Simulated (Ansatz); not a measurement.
## Electronic structure of H₅OSbSi in real space

```xyz
8

O    -1.6209   -1.6570    0.6647
Sb    1.4909   -0.2865   -0.3949
Si   -1.1048   -0.4244   -0.3412
H    -1.5993   -0.7802   -1.6999
H    -1.4109   -1.5579    1.6007
H    -1.6899    0.8961    0.0592
H     1.3786    1.3016   -1.0440
H     1.4703    0.3514    1.2039
```

Geometry: r2SCAN-D4/def2-SVP; core potentials replace the inner electrons of Sb.

All numbers below come from Ansatz, isolated molecule in a Gaussian basis; Kohn-Sham density functional theory, functional PBE0.

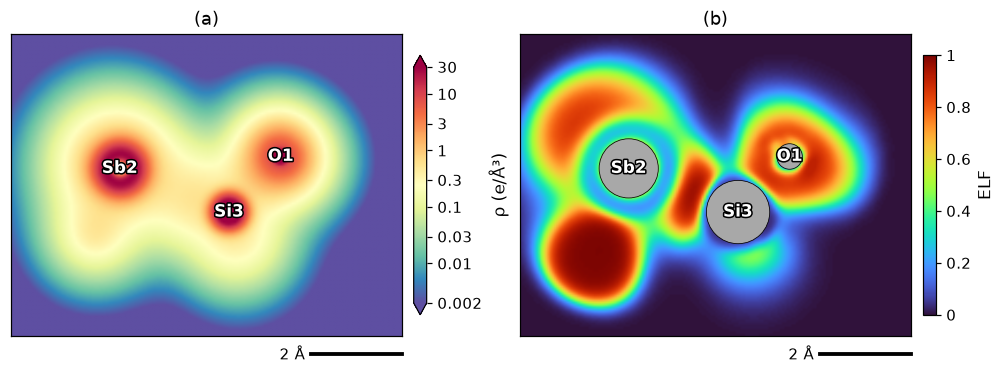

Figure 1. (a) electron density; (b) electron localisation function on the plane of atoms O1, Si3 and Sb2. Grey discs cover the atomic cores in the ELF map.

Q: What does the map show?

A: The section cuts through O, Sb and Si sites. Si–O (1.67 Å): the density is about 1.1 e/Å³ at the midpoint; the ELF peaks at about 0.85 between the atoms, as expected for a shared but strongly polarised pair. Si–Sb (2.60 Å): ρ at the midpoint is about 0.52 e/Å³; the ELF peaks at about 0.95 between the atoms; a covalent bond. The ELF also peaks beside O1 and Sb2, away from the bonds: lone-pair regions.

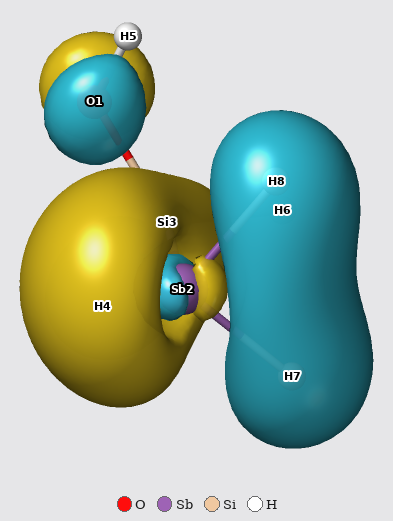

Figure 2. The HOMO−1 at ±0.1 Å⁻³ᐟ² (yellow and cyan are the two phases), seen at an oblique angle.

Q: Describe this orbital and give its energy.

A: Its weight (Hirshfeld) is mainly on Sb2 (about 50 %), H8 (about 10 %), H7 (about 10 %), Si3 (about 10 %) and O1 (about 10 %). Its energy is −8.26 eV.

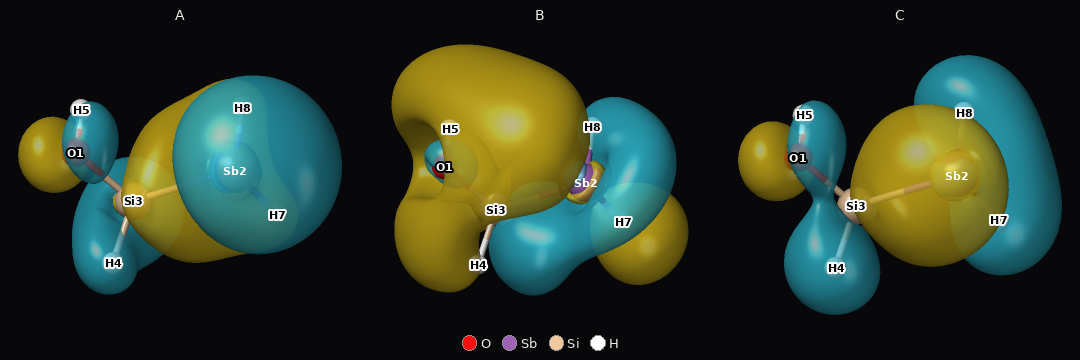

Figure 3. Three frontier orbitals at ±0.05 Å⁻³ᐟ² (yellow and cyan are the two phases), in no order.

Q: Order the three orbitals by energy and name them.

A: C is the HOMO−1 (−8.26 eV). It lies mainly on Sb2 (about 50 %), H8 (about 10 %), H7 (about 10 %), Si3 (about 10 %) and O1 (about 10 %). A is the HOMO (−7.08 eV). By Hirshfeld shares it lies mainly on Sb2 (about 60 %), Si3 (about 20 %) and O1 (about 5 %). B is the LUMO (−0.74 eV). Its weight (Hirshfeld) is mainly on Sb2 (about 35 %), Si3 (about 25 %), H5 (about 15 %) and H7 (about 10 %).

Q: What is the HOMO–LUMO gap?

A: 6.34 eV between the orbital energies.
